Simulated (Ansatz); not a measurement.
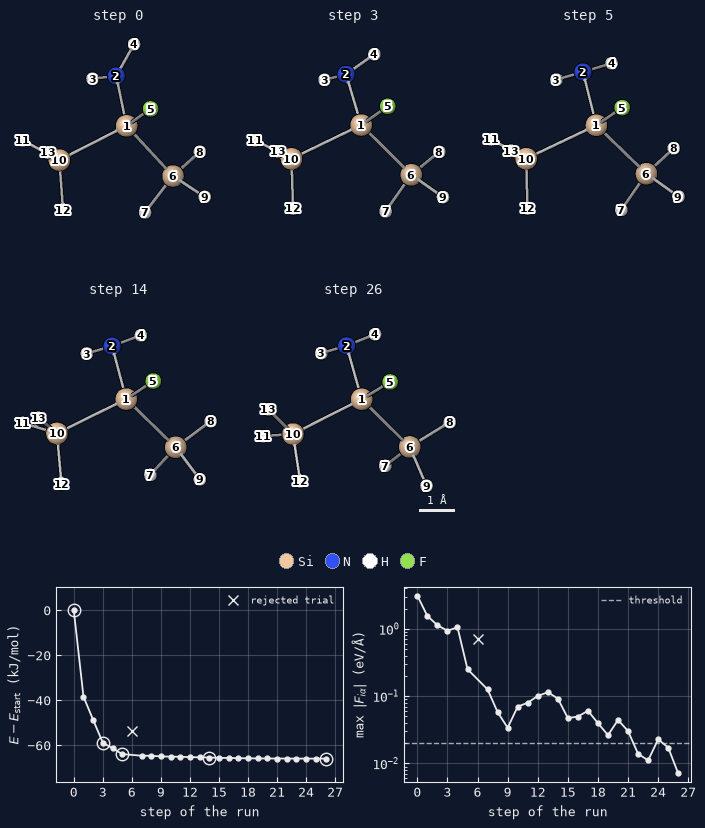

Frames of a relaxation of Si$_{3}$NH$_{8}$F, marked on the history of the run. Style: ball-and-stick. Shown at a tilt.

The run prepares the start of a later molecular dynamics calculation, from a guessed geometry.

Theory: RKS r2SCAN/STO-3G in Ansatz 0.2.0.

Input
```yaml
crystal:
  periodic: [false, false, false]
  atoms:
    - { symbol: Si, position_ang: [0.0, 0.0, 0.0] }
    - { symbol: "N", position_ang: [0.0, 0.0, 1.82] }
    - { symbol: H, position_ang: [-0.877, -0.2713, 2.35] }
    - { symbol: H, position_ang: [0.877, 0.2713, 2.35] }
    - { symbol: F, position_ang: [1.4994, 0.0, -0.5295] }
    - { symbol: Si, position_ang: [-1.0456, 1.8115, -0.7393] }
    - { symbol: H, position_ang: [-2.4302, 1.478, -1.0607] }
    - { symbol: H, position_ang: [-1.0215, 2.8436, 0.2931] }
    - { symbol: H, position_ang: [-0.3743, 2.3069, -1.9374] }
    - { symbol: Si, position_ang: [-1.0456, -1.8115, -0.7393] }
    - { symbol: H, position_ang: [-1.7029, -2.4846, 0.3772] }
    - { symbol: H, position_ang: [-2.0454, -1.4265, -1.7311] }
    - { symbol: H, position_ang: [-0.0777, -2.7173, -1.3511] }
basis:
  gaussian: { orbitals: STO-3G }
hamiltonian:
  xc: r2scan
relax:
  f_tol: 0.02
  max_steps: 40
output:
  orbitals: {}
```

Command:
```bash
ansatz run input.yaml --threads 1 --pin off --max-ram 2048MiB --backend cpu --events-out ev --progress --plain --runs-dir out
```

Q: What happens along the run?

A: After 25 accepted moves (26 points after the start) the energy has fallen by 65.8 kJ/mol. The largest force component goes from 3.1 to 0.0071 eV/Å. The line search rejected the trial step at point 6 of the run. The atom that moves furthest after the best rigid fit is H7 (0.89 Å). By element the largest moves are H 0.89 Å, N 0.34 Å, Si 0.17 Å, F 0.14 Å. Near-neighbour distances that change, for instance: Si1–Si6 2.218 → 2.289 Å, Si1–F5 1.590 → 1.651 Å, Si1–Si10 2.218 → 2.277 Å, Si1–N2 1.820 → 1.799 Å. Among the angles between lasting bonds that change: H3–N2–H4 120.0° → 102.4°, Si1–N2–H3 120.0° → 108.3°, Si1–N2–H4 120.0° → 109.5°. Groups turn about Si1–Si10 by about 35°, Si1–Si6 by about 30°. The run took 2.4 min on 1 thread of Arm Neoverse V1 (shared host), peak memory 0.15 GiB. From step 0 to 3: H4 moves most (0.42 Å), energy −58.8 kJ/mol. From step 3 to 5: H4 moves most (0.37 Å), energy −5.03 kJ/mol. From step 5 to 14: H7 moves most (0.40 Å), energy −1.54 kJ/mol. From step 14 to 26: H12 moves most (0.45 Å), energy −0.47 kJ/mol.

```
step  E − E(0), kJ/mol  largest force component, eV/Å      note
   0              0.00                         3.1249          
   1            -38.29                         1.5547          
   2            -48.65                         1.1364          
   3            -58.80                         0.9392          
   4            -61.22                         1.0577          
   5            -63.83                         0.2516          
   6            -53.77                         0.6985  rejected
   7            -64.56                         0.1261          
   8            -64.57                         0.0579          
   9            -64.88                         0.0340          
  10            -64.95                         0.0700          
  11            -65.04                         0.0800          
  12            -65.18                         0.1008          
  13            -65.25                         0.1146          
  14            -65.37                         0.0922          
  15            -65.49                         0.0473          
  16            -65.59                         0.0498          
  17            -65.65                         0.0607          
  18            -65.70                         0.0397          
  19            -65.75                         0.0263          
  20            -65.78                         0.0444          
  21            -65.80                         0.0303          
  22            -65.81                         0.0139          
  23            -65.83                         0.0111          
  24            -65.83                         0.0228          
  25            -65.84                         0.0172          
  26            -65.84                         0.0071
```

Limits of the set-up: STO-3G is a minimal basis, so the numbers are rough.
